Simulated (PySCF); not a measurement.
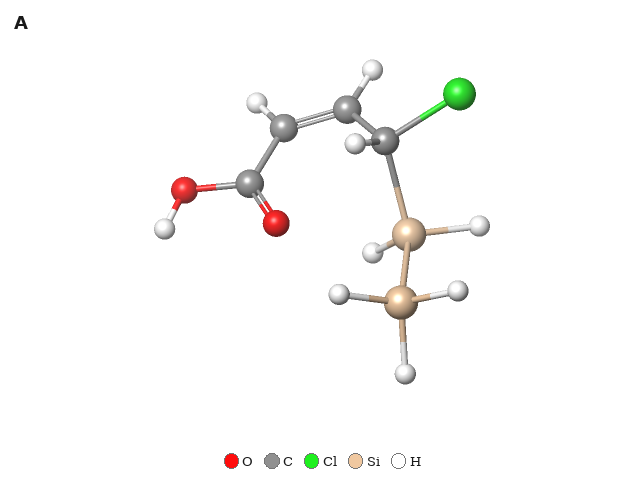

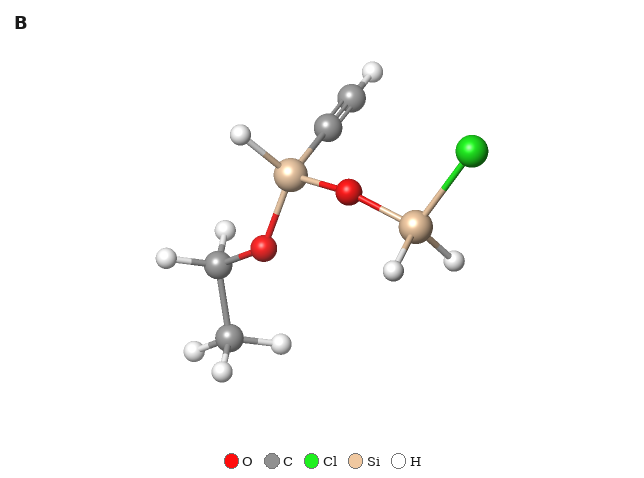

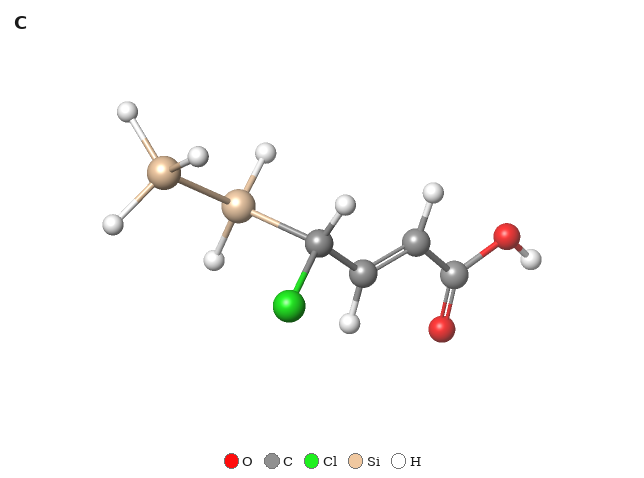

3 stationary structures of one formula. Geometries: GFN2-xTB. Electronic energies: PBE0/pcSseg-1 (PySCF 2.14.0), without zero-point energy. No frequency run is at hand to confirm each as a minimum. Each is one conformer, not always the lowest.

Question: Which is lowest in energy, and by how much?

Answer: B is lowest; C lies 3.044 eV above it, A lies 3.149 eV above it. A is `O=C(O)/C=C\[C@H](Cl)[SiH2][SiH3]`, B is `C#C[Si@@H](OCC)O[SiH2]Cl`, C is `O=C(O)/C=C/[C@H](Cl)[SiH2][SiH3]`.

The geometry is semi-empirical. Around Si such bond lengths and angles can be off by a tenth of an ångström or more and by several degrees, and values that hang on the shape move with them.
